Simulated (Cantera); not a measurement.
Input: 1 mol Si3N4, 0.8 mol CO2, 31 mol H2, held at 555 Torr.

Method: chemical equilibrium by Gibbs-energy minimisation in Cantera with the NASA 1993 tables (ideal gas, pure condensed phases). Candidate condensed phases: C, C6H6, C7H8, C8H18, H2O, Si, SiC, SiO2, Si2N2O, Si3N4; 151 gas species. Mutual solubility and eutectic melting of coexisting phases are not modelled. The tables' values for SiN are old estimates; treat these amounts as uncertain. Gases not in the tables: Si2H6 and higher silanes. Rates play no part.

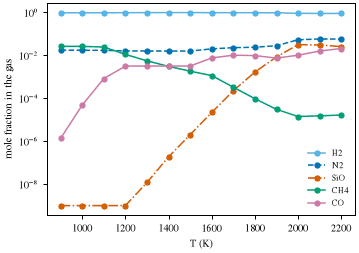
*Equilibrium gas composition (values under 1e-9 drawn at 1e-9)*

Read off the mole fractions at 1500 K.

H2 about 0.98, N2 about 0.016, CO about 0.0032, CH4 about 0.0018, SiO about 2.0e-6.
